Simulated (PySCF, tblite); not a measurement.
# B₉N₉H₁₂: electronic excitations, NMR shifts

Aim: compute the electronic excitations, NMR shifts of B₉N₉H₁₂.

Computed with tblite 0.8.0 and PySCF 2.14.0 and routines of our own; the level stands in each step. Atoms count from 0.

## Step 1: The system as given

30 atoms, charge 0, multiplicity 1; geometry from: force field, distance geometry or constructed start.

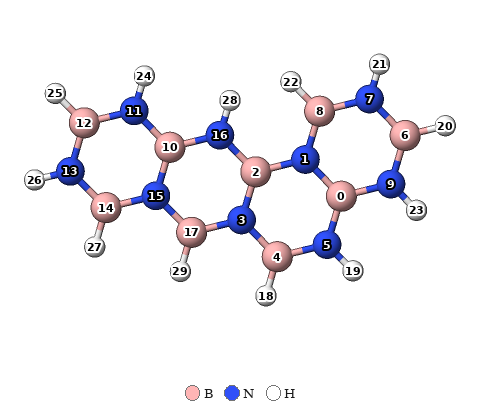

The starting geometry (boron pink, nitrogen blue, hydrogen white).

## Step 2: Optimising the geometry with GFN2-xTB

Job settings and geometry (Å):

```
{"job": {"kind": "relax", "xc": "GFN2-xTB", "basis": "xTB"}, "charge": 0, "multiplicity": 1}
B      2.896800     0.077200    -0.001600
N      1.633000     0.806600    -0.006900
B      0.385700     0.076700     0.001000
N      0.379800    -1.366600    -0.006200
B      1.635200    -2.097200     0.003400
N      2.888600    -1.371500    -0.002600
B      4.147800     2.255700    -0.003300
N      2.895300     2.981700     0.001500
B      1.638900     2.251900    -0.000400
N      4.144900     0.803200     0.001600
B     -2.133100     0.077800    -0.002100
N     -3.389200     0.802000    -0.000000
B     -4.645900     0.079700     0.005000
N     -4.640300    -1.371600    -0.002700
B     -3.388900    -2.090900     0.000200
N     -2.132900    -1.370400     0.006300
N     -0.874900     0.805900     0.000900
B     -0.876400    -2.099400    -0.001000
H      1.635600    -3.264200     0.002500
H      3.795400    -1.890100     0.002700
H      5.158600     2.842800     0.001500
H      2.891000     4.020500    -0.000200
H      0.626400     2.843600     0.006600
H      5.044200     0.279700    -0.001500
H     -3.386200     1.846600     0.000900
H     -5.661800     0.663100     0.002500
H     -5.542400    -1.888700    -0.000700
H     -3.387300    -3.265400     0.001200
H     -0.874700     1.844400    -0.002000
H     -0.874200    -3.265600     0.003400
```

Launch:

```
> OMP_NUM_THREADS=1 python large_run.py task.json out
```

The driver reads the jobs from task.json and runs them one after another.

The log of the run:

```text
step      E/eV     max force
  0   -1202.86089    1.433
  1   -1203.08186    0.964
  2   -1203.23629    0.663
  3   -1203.31443    0.642
  4   -1203.36101    0.378
  5   -1203.37586    0.252
  6   -1203.38419    0.210
  7   -1203.38867    0.167
  8   -1203.39282    0.194
  9   -1203.39732    0.160
 10   -1203.40215    0.192
 11   -1203.40576    0.136
 12   -1203.40768    0.077
 13   -1203.40876    0.070
 14   -1203.40976    0.062
 15   -1203.41080    0.064
 16   -1203.41164    0.054
 17   -1203.41209    0.042
 18   -1203.41230    0.029
 19   -1203.41244    0.023
 20   -1203.41258    0.024
 21   -1203.41272    0.035
 22   -1203.41285    0.035
 23   -1203.41299    0.025
 24   -1203.41313    0.023
 25   -1203.41325    0.025
 26   -1203.41334    0.024
 27   -1203.41340    0.021
 28   -1203.41346    0.018
```

Run time: 0.77 s. Hardware: 1 thread of Arm Neoverse N1, shared host; peak memory 0.16 GiB.

Relaxation path:

```csv
step,energy from step 0 (eV),largest force (eV/Å)
0,0.0000,1.4331
1,-0.2210,0.9640
2,-0.3754,0.6624
3,-0.4535,0.6419
4,-0.5001,0.3780
5,-0.5150,0.2520
6,-0.5233,0.2097
7,-0.5278,0.1665
8,-0.5319,0.1935
9,-0.5364,0.1598
10,-0.5413,0.1917
12,-0.5468,0.0768
13,-0.5479,0.0701
15,-0.5499,0.0645
16,-0.5508,0.0544
18,-0.5514,0.0290
19,-0.5516,0.0228
21,-0.5518,0.0347
22,-0.5520,0.0350
24,-0.5522,0.0222
25,-0.5524,0.0253
26,-0.5525,0.0237
27,-0.5525,0.0218
28,-0.5526,0.0181
```

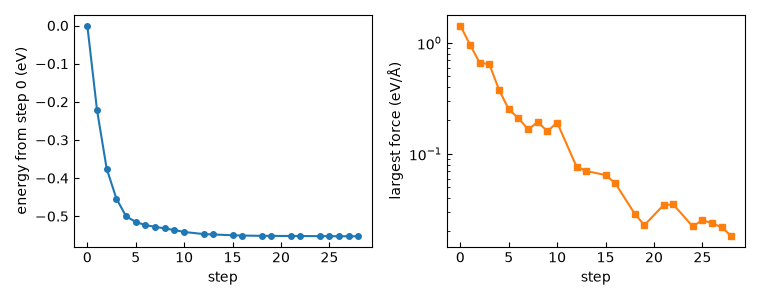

Energy and largest force along the relaxation.

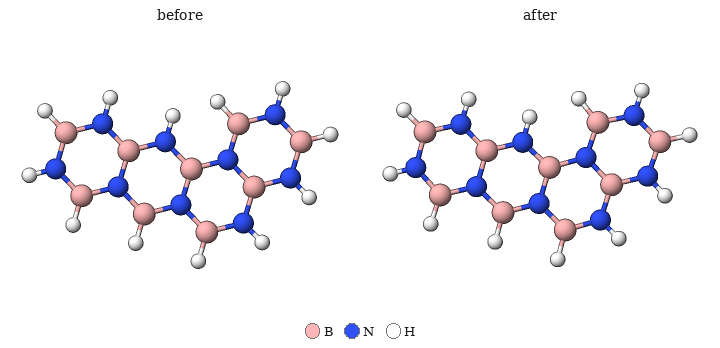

The geometry before (left) and after (right).

Distances of close pairs at the start and the end, largest changes first:

```csv
bond,before (Å),after (Å),change (Å)
B6–N9,1.453,1.409,-0.043
N11–B12,1.449,1.409,-0.041
B4–N5,1.448,1.408,-0.040
B2–N16,1.456,1.418,-0.038
N7–B8,1.453,1.417,-0.036
N11–H24,1.045,1.008,-0.036
N5–H19,1.045,1.009,-0.036
B10–N16,1.454,1.420,-0.033
```

The final coordinates are the input of the step that follows.

## Step 3: Electronic excitations: TDA B3LYP/def2-SVP

Job settings and geometry (Å):

```
{"job": {"kind": "uv", "basis": "def2-SVP", "grid": 1, "kgrid": 0, "vcut": 1.5, "nstates": 6, "ntriplets": 2, "tda": true, "delta": ["ip_vertical"], "pop": true, "xc": "B3LYP"}, "charge": 0, "multiplicity": 1}
B      2.845375     0.118612    -0.000432
N      1.607775     0.852978     0.000088
B      0.364855     0.094584    -0.000249
N      0.369236    -1.353603     0.000656
B      1.619614    -2.056334     0.000533
N      2.813569    -1.309800    -0.000231
B      4.169621     2.227814    -0.000250
N      2.932296     2.922415     0.000508
B      1.669369     2.280869     0.000984
N      4.090667     0.820959    -0.000959
B     -2.136021     0.043115     0.000175
N     -3.383086     0.743578     0.000600
B     -4.624140     0.076900     0.000939
N     -4.581133    -1.343360     0.000782
B     -3.381872    -2.095474     0.000627
N     -2.128363    -1.399047     0.000335
N     -0.898091     0.739585    -0.000878
B     -0.868328    -2.076278     0.000930
H      1.658904    -3.228195     0.001609
H      3.694628    -1.800972    -0.000430
H      5.198906     2.793674    -0.000940
H      2.950821     3.930700     0.001130
H      0.704871     2.956475     0.001949
H      4.941657     0.279522    -0.001532
H     -3.362239     1.751857     0.000920
H     -5.641790     0.663941     0.001857
H     -5.455472    -1.845863     0.000901
H     -3.421918    -3.268896     0.000633
H     -0.915315     1.746489    -0.001738
H     -0.845306    -3.249108     0.001387
```

With the program's defaults for keys left out, this is: TDA B3LYP/def2-SVP, vertical, gas phase, core orbitals frozen in the response, virtual orbitals cut by energy.

The log of the run:

```text
start: PBE on a coarse grid of 25428 points
cycle   1  E = -722.6479262997  dE =  2.579e+00  |g| = 1.087e+00  |ddm| = 6.751e+00
cycle   2  E = -722.1258931366  dE =  5.220e-01  |g| = 1.859e+00  |ddm| = 2.729e+00
cycle   3  E = -722.9217107631  dE = -7.958e-01  |g| = 1.801e-01  |ddm| = 1.788e+00
cycle   4  E = -722.9302152440  dE = -8.504e-03  |g| = 5.763e-02  |ddm| = 2.368e-01
cycle   5  E = -722.9309476071  dE = -7.324e-04  |g| = 2.171e-02  |ddm| = 6.765e-02
cycle   6  E = -722.9310384616  dE = -9.085e-05  |g| = 9.686e-03  |ddm| = 2.439e-02
final grid: 112243 points
cycle   7  E = -724.0188805540  dE = -6.328e-03  |g| = 1.053e-01  |ddm| = 2.623e-01
cycle   8  E = -724.0171678958  dE =  1.713e-03  |g| = 1.373e-01  |ddm| = 1.699e-01
cycle   9  E = -724.0211012182  dE = -3.933e-03  |g| = 1.106e-02  |ddm| = 1.018e-01
cycle  10  E = -724.0211325157  dE = -3.130e-05  |g| = 2.862e-03  |ddm| = 1.397e-02
cycle  11  E = -724.0211352226  dE = -2.707e-06  |g| = 1.337e-03  |ddm| = 2.833e-03
cycle  12  E = -724.0211334218  dE =  1.801e-06  |g| = 2.645e-04  |ddm| = 1.158e-03
cycle  13  E = -724.0211349506  dE = -1.529e-06  |g| = 7.761e-05  |ddm| = 2.952e-04
converged SCF energy = -724.0211349506
Vertical ionisation energy (delta-SCF) = 8.4037 eV   <S^2> = 0.761

Static polarisability (au): isotropic 158.391, principal 82.759 166.487 225.927

Singlet excitations
state   eV       nm        f      main configurations
  1   5.9777    207.4   0.02146   H->L 0.80, H->L+1 0.08
  2   6.0342    205.5   0.04457   H->L+1 0.64, H-1->L 0.18, H->L 0.14
  3   6.3729    194.5   0.51294   H-1->L 0.52, H->L+1 0.24, H->L+2 0.09
  4   6.5682    188.8   0.03870   H-1->L+1 0.61, H-1->L 0.17, H->L+2 0.13
  5   6.6354    186.9   0.10219   H-2->L 0.53, H-1->L+2 0.16, H-2->L+1 0.13
  6   6.7810    182.8   0.04407   H->L+2 0.71, H-1->L+1 0.22

Triplet excitations (Tamm-Dancoff, eV): 5.6001 5.7507
```

Wall time 1.8 min (1 thread of Arm Neoverse N1, shared host); peak memory 0.59 GiB.

Frontier orbitals and where they lie:

```csv
orbital,eV,atoms
HOMO−4,-8.35,"N15 19 %, N11 15 %, N7 11 %"
HOMO−3,-8.02,"N13 22 %, N9 20 %, N1 14 %"
HOMO−2,-7.62,"N7 19 %, N11 15 %, N15 13 %"
HOMO−1,-7.21,"N9 19 %, N5 16 %, N15 12 %"
HOMO,-6.84,"N16 28 %, N11 16 %, N5 11 %"
LUMO,-0.17,"B17 22 %, B6 16 %, B14 15 %"
LUMO+1,0.01,"B8 28 %, B4 14 %, B12 11 %"
LUMO+2,0.54,"B4 24 %, B0 16 %, B6 13 %"
LUMO+3,1.06,"B10 24 %, B14 14 %, B2 14 %"
```

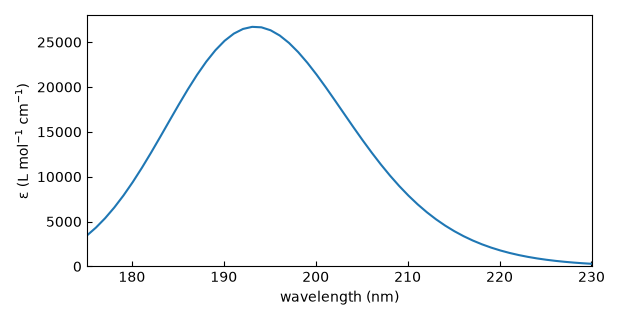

Absorption spectrum: each of the 6 states is a Gaussian band of 0.4 eV half-width at 1/e. Beyond the last state computed it falls off for lack of states.

Ground-state properties from the same run:

```csv
property,computed
dipole moment (D),2.62
polarisability (Å³),23.47
HOMO–LUMO gap (eV),6.67
−ε(HOMO) (eV),6.84
```

## Step 4: NMR shifts: GIAO KT3/pcSseg-1

Settings changed since step 3:

```diff
@@ -1,2 +1,2 @@
-{"job": {"kind": "uv", "basis": "def2-SVP", "grid": 1, "kgrid": 0, "vcut": 1.5, "nstates": 6, "ntriplets": 2, "tda": true, "delta": ["ip_vertical"], "pop": true, "xc": "B3LYP"}, "charge": 0, "multiplicity": 1}
+{"job": {"kind": "nmr", "xc": "KT3", "basis": "pcSseg-1", "pop": false}, "charge": 0, "multiplicity": 1}
 B      2.845375     0.118612    -0.000432
```

Method: GIAO KT3/pcSseg-1 NMR shielding, non-relativistic, gas phase.

The log of the run:

```text
start: PBE on a coarse grid of 25428 points
cycle   1  E = -723.0993185567  dE =  2.668e+00  |g| = 1.119e+00  |ddm| = 5.296e+00
cycle   2  E = -722.5678069226  dE =  5.315e-01  |g| = 1.906e+00  |ddm| = 2.401e+00
cycle   3  E = -723.3781542082  dE = -8.103e-01  |g| = 1.887e-01  |ddm| = 1.633e+00
cycle   4  E = -723.3870092903  dE = -8.855e-03  |g| = 5.741e-02  |ddm| = 1.995e-01
cycle   5  E = -723.3877213416  dE = -7.121e-04  |g| = 2.038e-02  |ddm| = 5.476e-02
cycle   6  E = -723.3877928771  dE = -7.154e-05  |g| = 9.903e-03  |ddm| = 2.076e-02
final grid: 238376 points
cycle   7  E = -735.9684191122  dE = -3.666e-02  |g| = 1.281e-01  |ddm| = 4.643e-01
cycle   8  E = -735.9618743605  dE =  6.545e-03  |g| = 2.160e-01  |ddm| = 2.224e-01
cycle   9  E = -735.9719664706  dE = -1.009e-02  |g| = 1.319e-02  |ddm| = 1.408e-01
cycle  10  E = -735.9720071393  dE = -4.067e-05  |g| = 5.080e-03  |ddm| = 1.638e-02
cycle  11  E = -735.9720128252  dE = -5.686e-06  |g| = 1.935e-03  |ddm| = 4.644e-03
cycle  12  E = -735.9720141209  dE = -1.296e-06  |g| = 3.798e-04  |ddm| = 1.766e-03
cycle  13  E = -735.9720134914  dE =  6.295e-07  |g| = 1.153e-04  |ddm| = 3.496e-04
cycle  14  E = -735.9720133386  dE =  1.528e-07  |g| = 4.117e-05  |ddm| = 1.157e-04
converged SCF energy = -735.9720133386

GIAO shielding tensors (ppm)
atom      isotropic    diamagn.    paramagn.     s11        s22        s33       span
  0 B       81.494     200.177    -118.682     67.265     70.583    106.635     39.371
  1 N      127.814     336.676    -208.862     38.791     79.482    265.168    226.377
  2 B       78.604     201.855    -123.250     60.471     75.545     99.797     39.326
  3 N      107.565     338.143    -230.578     19.916     38.917    263.862    243.945
  4 B       71.703     199.616    -127.913     48.758     62.795    103.556     54.798
  5 N      139.966     326.117    -186.150     40.637    173.686    205.576    164.939
  6 B       77.335     197.968    -120.633     52.569     66.535    112.902     60.333
  7 N      125.398     324.059    -198.660     -7.991    160.650    223.535    231.526
  8 B       76.769     202.135    -125.366     50.428     68.058    111.820     61.393
  9 N      140.697     324.240    -183.543     40.416    171.925    209.752    169.337
 10 B       81.030     202.262    -121.233     63.291     74.447    105.352     42.061
 11 N      142.159     329.728    -187.569     42.365    173.659    210.452    168.086
 12 B       77.227     197.974    -120.747     51.835     67.418    112.430     60.595
 13 N      124.865     320.385    -195.520     -7.748    160.129    222.215    229.963
 14 B       72.690     196.804    -124.114     50.553     61.234    106.283     55.730
 15 N      106.477     334.607    -228.131     17.393     33.508    268.528    251.134
 16 N      160.174     337.039    -176.865     87.869    176.436    216.217    128.347
 17 B       66.690     198.619    -131.929     50.490     53.741     95.837     45.347
 18 H       26.884      31.500      -4.615     23.459     28.140     29.055      5.596
 19 H       27.017      30.375      -3.358     21.839     27.665     31.546      9.707
 20 H       27.213      25.396       1.817     24.201     27.489     29.949      5.748
 21 H       25.934      28.525      -2.591     21.494     25.909     30.398      8.903
 22 H       26.746      36.328      -9.582     21.943     27.557     30.737      8.794
 23 H       26.956      28.199      -1.243     21.800     27.677     31.391      9.590
 24 H       26.953      34.605      -7.652     21.507     28.305     31.048      9.541
 25 H       27.216      26.484       0.732     24.246     27.507     29.895      5.650
 26 H       25.984      23.411       2.573     21.923     25.577     30.451      8.528
 27 H       26.884      29.310      -2.426     23.715     28.227     28.711      4.996
 28 H       26.600      40.409     -13.809     18.119     29.462     32.217     14.099
 29 H       26.575      32.808      -6.233     22.982     27.951     28.794      5.812
```

Run time: 55 s. Hardware: 1 thread of Arm Neoverse N1, shared host; peak memory 0.61 GiB.

The references, computed at this level on geometries of the same kind, shield at (ppm): $^{1}$H TMS 31.76, $^{15}$N NH3 264.4, $^{11}$B BF3·OEt2 100.0. Their shielding less the atom's gives the shift. The references are single molecules in the gas phase, so shifts against H2O, NH3, PH3, H3PO4 or CFCl3 are not on the usual liquid scales and can be off by tens of ppm.

```csv
atoms,environment,σ (ppm),δ (ppm)
H21,hydrogen on a nitrogen bonded to 2 B,25.93,5.83
H26,hydrogen on a nitrogen bonded to 2 B,25.98,5.78
H29,hydrogen on a boron bonded to 2 N,26.58,5.18
H28,hydrogen on a nitrogen bonded to 2 B,26.60,5.16
H22,hydrogen on a boron bonded to 2 N,26.75,5.01
H27,hydrogen on a boron bonded to 2 N,26.88,4.88
H18,hydrogen on a boron bonded to 2 N,26.88,4.88
H24,hydrogen on a nitrogen bonded to 2 B,26.95,4.81
H23,hydrogen on a nitrogen bonded to 2 B,26.96,4.80
H19,hydrogen on a nitrogen bonded to 2 B,27.02,4.74
H20,hydrogen on a boron bonded to 2 N,27.21,4.55
H25,hydrogen on a boron bonded to 2 N,27.22,4.54
B17,"boron bonded to 2 N, H",66.7,33.3
B4,"boron bonded to 2 N, H",71.7,28.3
B14,"boron bonded to 2 N, H",72.7,27.3
B8,"boron bonded to 2 N, H",76.8,23.2
B12,"boron bonded to 2 N, H",77.2,22.7
B6,"boron bonded to 2 N, H",77.3,22.6
B2,boron bonded to 3 N,78.6,21.4
B10,boron bonded to 3 N,81.0,18.9
B0,boron bonded to 3 N,81.5,18.5
N15,nitrogen bonded to 3 B,106.5,157.9
N3,nitrogen bonded to 3 B,107.6,156.8
N13,"nitrogen bonded to 2 B, H",124.9,139.5
N7,"nitrogen bonded to 2 B, H",125.4,139.0
N1,nitrogen bonded to 3 B,127.8,136.6
N5,"nitrogen bonded to 2 B, H",140.0,124.4
N9,"nitrogen bonded to 2 B, H",140.7,123.7
N11,"nitrogen bonded to 2 B, H",142.2,122.2
N16,"nitrogen bonded to 2 B, H",160.2,104.2
```

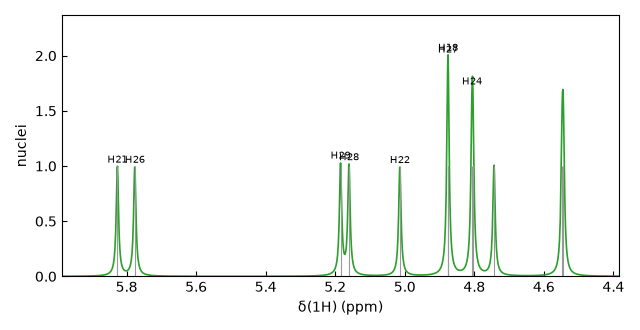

$^{1}$H lines at the computed shifts, without couplings. Lines are broadened to a width of 0.01 ppm (Lorentzian).

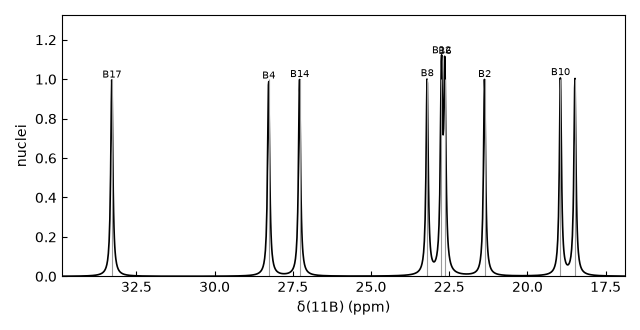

$^{11}$B lines at the computed shifts, without couplings. Lines are broadened to a width of 0.08 ppm (Lorentzian).

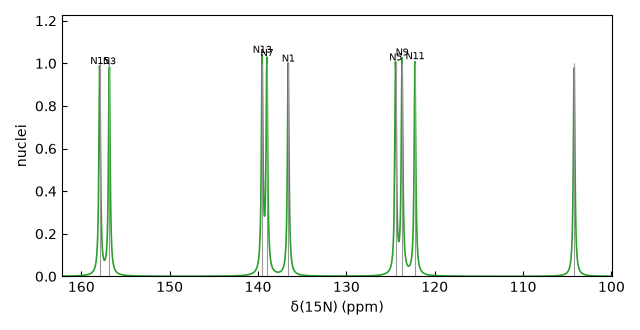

$^{15}$N lines at the computed shifts, without couplings. Lines are broadened to a width of 0.21 ppm (Lorentzian).

Ring of atoms B0, N1, B2, N3, B4, N5: NICS(0) -1.2, NICS(1) -1.8, NICS(1)zz 0.7 ppm (means of both faces).

Ring of atoms B0, N1, B6, N7, B8, N9: NICS(0) -2.2, NICS(1) -2.6, NICS(1)zz -2.5 ppm (means of both faces).

Ring of atoms B2, N3, B10, N15, N16, B17: NICS(0) -1.6, NICS(1) -2.2, NICS(1)zz -0.4 ppm (means of both faces).

## Step 5: Results

| quantity | value |
| --- | --- |
| lowest singlet (B3LYP/def2-SVP) | 5.98 eV (207 nm), f = 0.021 |
| brightest single state of those computed | state 3, 6.37 eV, f = 0.513 |
| lowest triplet | 5.60 eV |
| $^{1}$H shifts against TMS (KT3/pcSseg-1) | 5.83, 5.78, 5.18, 5.16, 5.01, 4.88, 4.88, 4.81, 4.80, 4.74, 4.55, 4.54 ppm |
| $^{11}$B shifts against BF3·OEt2 (KT3/pcSseg-1) | 33.3, 28.3, 27.3, 23.2, 22.7, 22.6, 21.4, 18.9, 18.5 ppm |
| $^{15}$N shifts against NH3 (KT3/pcSseg-1) | 157.9, 156.8, 139.5, 139.0, 136.6, 124.4, 123.7, 122.2, 104.2 ppm |

**Reading.** The lowest singlet, at 5.98 eV, is HOMO→LUMO 0.80, HOMO→LUMO+1 0.08 and is weak; of the 6 states computed, the strongest absorption comes from state 3 at 6.37 eV. The lowest triplet lies 0.38 eV below the lowest singlet.
